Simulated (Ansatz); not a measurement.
# CH$_{4}$NSi (charge −1): what the fields show

The calculation's input:

```
crystal:
  periodic: [false, false, false]
  atoms:
    - { symbol: "N", position_ang: [-0.98842, -1.81268, 0.32746] }
    - { symbol: C, position_ang: [0.02054, -1.14418, -0.0734] }
    - { symbol: Si, position_ang: [0.4559, 0.64336, -0.16063] }
    - { symbol: H, position_ang: [-1.82179, -1.30582, 0.71236] }
    - { symbol: H, position_ang: [0.88545, -1.34626, -0.70521] }
    - { symbol: H, position_ang: [-0.19128, 1.97361, 0.18963] }
    - { symbol: H, position_ang: [1.73609, 0.76267, 0.60399] }
total_charge: -1
basis:
  gaussian: { orbitals: "6-31G" }
hamiltonian:
  xc: b3lyp
relax:
  f_tol: 0.02
  max_steps: 50
output:
  orbitals: {}
```

Command:

```sh
ansatz run input.yaml --threads 1 --pin off --max-ram 2048MiB --backend cpu --events-out ev --progress --plain --runs-dir out
```

The fields are those of the relaxed geometry.

The highest occupied orbital lies above zero, a sign that basis and functional describe the outermost electron poorly.

Theory: Ansatz 0.2.0, RKS B3LYP/6-31G.

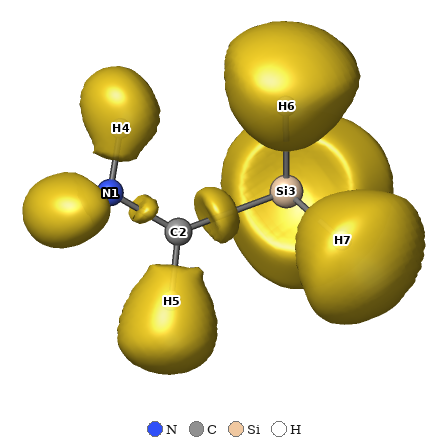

Figure 1. Isosurface of the electron localisation function at 0.85 (yellow), seen across its widest extent. Only the valence region is drawn (cores and ρ < 0.01 e/Å³ removed).

### What do the ELF domains correspond to?

The surface consists of one region between bonded C–N atoms (shared pairs), one region between bonded C–Si atoms (shared pairs), four regions around hydrogen nuclei, one lobe on N, pointing away from the bonds (lone pairs) and one lobe on Si, pointing away from the bonds (lone pairs). Along the contacts the grid gives the following. C–N (1.31 Å): the ELF peaks at about 0.90 between the atoms, as expected for localised, covalent bonding. C–Si (1.96 Å): the ELF peaks at about 0.95 between the atoms (a shared electron pair).

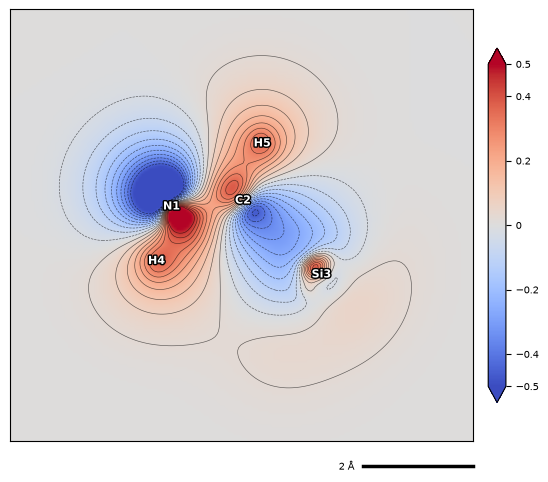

Figure 2. The HOMO−1 on the plane of atoms N1, C2 and Si3 (values in Å⁻³ᐟ²; the overall sign is arbitrary).

### Where does this orbital lie, and at what energy?

By Hirshfeld shares it lies mainly on N1 (about 50 %), Si3 (about 15 %) and C2 (about 15 %). Its energy is −1.21 eV.

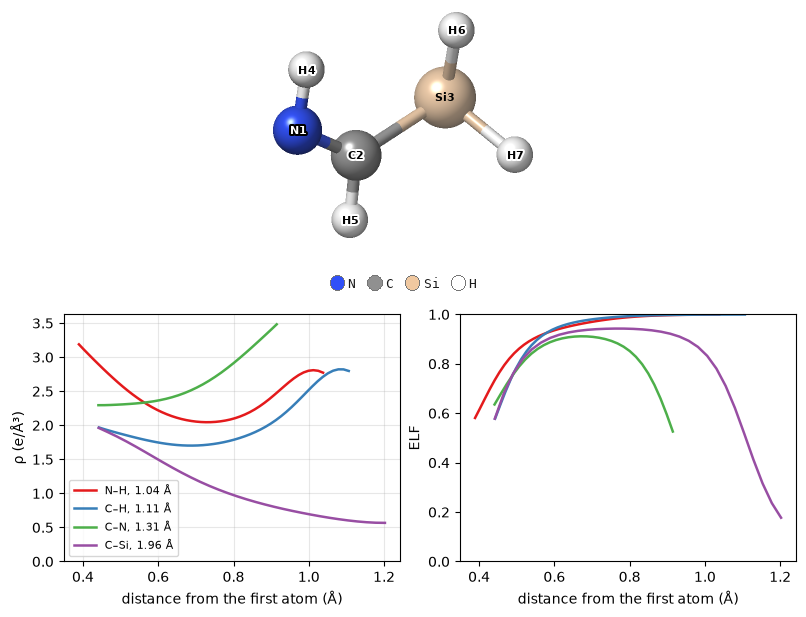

Figure 3. Electron density and ELF along straight lines between neighbouring atoms. The curves leave out the atomic cores. The structure is drawn too.

### Compare the contacts.

N–H (1.04 Å): ρ is about 2.5 e/Å³ halfway; the ELF climbs to about 1 towards the hydrogen, as it does in any bond to H (an ordinary covalent bond to hydrogen).
C–H (1.11 Å): the density is about 1.8 e/Å³ at the midpoint; the ELF climbs to about 1 towards the hydrogen; a covalent bond by its length.
C–N (1.31 Å): the density is about 2.4 e/Å³ at the midpoint; the ELF peaks at about 0.90 between the atoms (localised, covalent bonding).
C–Si (1.96 Å): the density is about 0.71 e/Å³ at the midpoint; the ELF peaks at about 0.95 between the atoms: a covalent bond.
